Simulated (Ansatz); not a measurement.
# One shape, several levels: doublet AlSbH3F+

Aim: a comparison of 4 runs (UHF/3-21G, U-revPBE/def2-SVP, UHSE06/def2-SVP, UPBE0/def2-SVP) of doublet AlSbH3F+. 

The results are computed with Ansatz 0.2.0.

60 further runs of the same task are left out: 60 set aside as unsound or not needed.

## Step 1: The molecule

The species is AlSbH3F+ (6 atoms), meant as a doublet with charge +1. As SMILES of the parent species, `[F][AlH][SbH2]`. The shape is that of a PBE0-D4/def2-TZVP optimisation. This is one conformer, not always the lowest. That shape belongs to the parent species and isn't relaxed for this state.

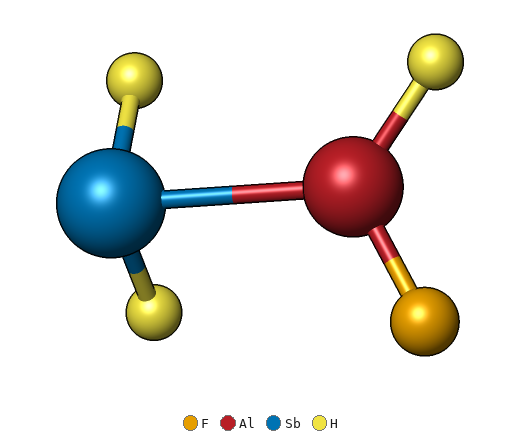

The structure, seen from a chosen angle (fluorine amber, aluminium red, antimony blue, hydrogen yellow).

## Step 2: The energy at UHF/3-21G (run 1)

File job.yaml:

```yaml
crystal:
  periodic: [false, false, false]
  atoms:
    - {symbol: F, position_ang: [-1.114600, -1.632400, 1.262300]}
    - {symbol: Al, position_ang: [-0.336100, -1.039300, -0.069800]}
    - {symbol: Sb, position_ang: [1.279900, 1.003700, 0.334800]}
    - {symbol: H, position_ang: [-0.594800, -1.800700, -1.431700]}
    - {symbol: H, position_ang: [0.842100, 1.592000, -1.209900]}
    - {symbol: H, position_ang: [-0.034400, 1.812900, 1.068100]}
basis:
  gaussian:
    orbitals: 3-21G-spherical.json
total_charge: 1
magnetization:
  spin_polarized: true
  initial_magnetization: 1
hamiltonian:
  xc: hf
accuracy: high
output: {orbitals: {seedname: orbitals}}
```

The basis set 3-21G is read from a file made from the Basis Set Exchange's data (not shown).

Run with:

```bash
ansatz run job.yaml --threads 1 --pin off --max-ram 3480MiB --events-out events.jsonl --progress --plain --runs-dir runs
```

The program printed:

```text
Warning: RAYON_NUM_THREADS=1 ignored (pool sized by the plan → 1); use --threads N
Functional definition: HF
  name "HF"
  exchange = exact_x
  correlation = 0
1200 factors; integrals over basis functions are off by at most 1.0e-8 eV
mean field evaluation 1: about -180314.7814 eV, gradient 3.8e1 eV
mean field evaluation 2: about -180314.8121 eV, gradient 3.8e1 eV
mean field evaluation 4: about -180320.0152 eV, gradient 1.9e0 eV
mean field evaluation 8: about -180320.0798 eV, gradient 1.8e-1 eV
mean field evaluation 16: about -180320.0824 eV, gradient 2.1e-8 eV
mean field -180320.08239513 eV, -6626.6408026791 hartree, gradient 2.1e-8 eV, S^2 0.767228; 0 other end points of the search recorded, 0 dependent functions left out
reference -180320.08239513 eV, -6626.6408026791 hartree; 38, 37 occupied and 21, 22 virtual orbitals, 1200 factors
Total energy: -180320.08239513 eV, -6626.6408026791 hartree
```

It took 2.7 s on 1 thread of Arm Neoverse V1, shared host; peak memory 0.21 GiB.

## Step 3: A single-point energy at U-revPBE/def2-SVP (core potential) (run 2)

File run.yaml:

```yaml
crystal:
  periodic: [false, false, false]
  atoms:
    - {symbol: F, position_ang: [-1.114600, -1.632400, 1.262300]}
    - {symbol: Al, position_ang: [-0.336100, -1.039300, -0.069800]}
    - {symbol: Sb, position_ang: [1.279900, 1.003700, 0.334800]}
    - {symbol: H, position_ang: [-0.594800, -1.800700, -1.431700]}
    - {symbol: H, position_ang: [0.842100, 1.592000, -1.209900]}
    - {symbol: H, position_ang: [-0.034400, 1.812900, 1.068100]}
basis:
  gaussian: {orbitals: def2-SVP}
total_charge: 1
magnetization: {spin_polarized: true, initial_magnetization: 1}
hamiltonian: {xc: {name: revPBE}}
accuracy: high
output: {orbitals: {seedname: orbitals}}
```

Run with:

```bash
ansatz run run.yaml --threads 1 --pin off --max-ram 3480MiB --events-out events.jsonl --progress --plain --runs-dir runs
```

The program printed:

```text
Warning: RAYON_NUM_THREADS=1 ignored (pool sized by the plan → 1); use --threads N
Functional definition: revPBE
  name "revPBE"
  parameter kappa = 1.245
  parameter beta = 0.06672455060314922
  exchange = pbe_x(kappa = kappa, mu = beta*pi^2/3)
  correlation = pbe_c(beta = beta)
1642 factors; integrals over basis functions are off by at most 3.6e-9 eV
mean field evaluation 1: about -15876.4420 eV, gradient 5.6e1 eV
mean field evaluation 2: about -15555.7999 eV, gradient 1.6e2 eV
mean field evaluation 4: about -15885.9100 eV, gradient 1.3e1 eV
mean field evaluation 8: about -15887.5624 eV, gradient 2.8e-1 eV
mean field evaluation 16: about -15887.5538 eV, gradient 2.7e-4 eV
mean field -15887.55382648 eV, -583.8568341525 hartree, gradient 7.9e-8 eV, S^2 0.754518; 0 other end points of the search recorded, 0 dependent functions left out
reference -15887.55383117 eV, -583.8568343246 hartree; 24, 23 occupied and 49, 50 virtual orbitals, 1642 factors
Total energy: -15887.55383117 eV, -583.8568343246 hartree
```

It took 9.3 s on 1 thread of Arm Neoverse V1, shared host; peak memory 0.25 GiB.

Run 3 isn't shown in full; the table further down has it.

## Step 4: A single-point energy at UPBE0/def2-SVP (core potential) (run 4)

File input.yaml:

```yaml
crystal:
  periodic: [false, false, false]
  atoms:
    - {symbol: F, position_ang: [-1.114600, -1.632400, 1.262300]}
    - {symbol: Al, position_ang: [-0.336100, -1.039300, -0.069800]}
    - {symbol: Sb, position_ang: [1.279900, 1.003700, 0.334800]}
    - {symbol: H, position_ang: [-0.594800, -1.800700, -1.431700]}
    - {symbol: H, position_ang: [0.842100, 1.592000, -1.209900]}
    - {symbol: H, position_ang: [-0.034400, 1.812900, 1.068100]}
basis:
  gaussian: {orbitals: def2-SVP}
total_charge: 1
magnetization: {spin_polarized: true, initial_magnetization: 1}
hamiltonian: {xc: pbe0}
accuracy: high
output: {orbitals: {seedname: orbitals}}
```

Run with:

```bash
ansatz run input.yaml --threads 1 --pin off --max-ram 3480MiB --events-out events.jsonl --progress --plain --runs-dir runs
```

The program printed:

```text
Warning: RAYON_NUM_THREADS=1 ignored (pool sized by the plan → 1); use --threads N
Functional definition: PBE0
  name "PBE0"
  parameter a = 0.25
  parameter kappa = 0.804
[... 1 set-up line as earlier in the session ...]
  exchange = (1 - a)*pbe_x(kappa = kappa, mu = beta*pi^2/3) + a*exact_x
[... 1 set-up line as earlier in the session ...]
1642 factors; integrals over basis functions are off by at most 3.6e-9 eV
mean field evaluation 1: about -15874.0804 eV, gradient 5.0e1 eV
mean field evaluation 2: about -15712.9981 eV, gradient 1.7e2 eV
mean field evaluation 4: about -15882.7370 eV, gradient 3.0e0 eV
mean field evaluation 8: about -15882.8740 eV, gradient 3.0e-1 eV
mean field evaluation 16: about -15882.8774 eV, gradient 3.4e-3 eV
mean field evaluation 32: about -15882.8774 eV, gradient 8.4e-8 eV
mean field -15882.87741194 eV, -583.6849790876 hartree, gradient 8.4e-8 eV, S^2 0.759213; 0 other end points of the search recorded, 0 dependent functions left out
reference -15882.87741477 eV, -583.6849791918 hartree; 24, 23 occupied and 49, 50 virtual orbitals, 1642 factors
Total energy: -15882.87741477 eV, -583.6849791918 hartree
```

Wall time 16 s (1 thread of Arm Neoverse V1, shared host); peak memory 0.34 GiB.

## Step 5: All runs side by side

| run | level | core potential | energy (Eh) | HOMO energy (eV) | LUMO energy (eV) | ⟨S²⟩ | wall time |
| --- | --- | --- | --- | --- | --- | --- | --- |
| 1 | UHF/3-21G | none | -6626.640803 | -16.38 | -7.74 | 0.767 | 2.7 s |
| 2 | U-revPBE/def2-SVP (core potential) | def2-SVP | -583.856834 | -12.82 | -11.81 | 0.755 | 9.3 s |
| 3 | UHSE06/def2-SVP (core potential) | def2-SVP | -583.673347 | -13.69 | -11.59 | 0.759 | 17 s |
| 4 | UPBE0/def2-SVP (core potential) | def2-SVP | -583.684979 | -14.08 | -11.22 | 0.759 | 16 s |

## Step 6: Results

```
                                 quantity          value
                      run 4: total energy  -583.68498 Eh
run 4: HOMO energy (highest over α and β)      -14.08 eV
 run 4: LUMO energy (lowest over α and β)      -11.22 eV
                              run 4: ⟨S²⟩          0.759
```

What this shows: Totals of different functionals can't be ranked against each other. Some runs of one species differ in core potentials or relativity; totals across that change don't compare. In run 1 relativity is left out where basis or elements ask for it. All runs together took 45 s, the longest 17 s.
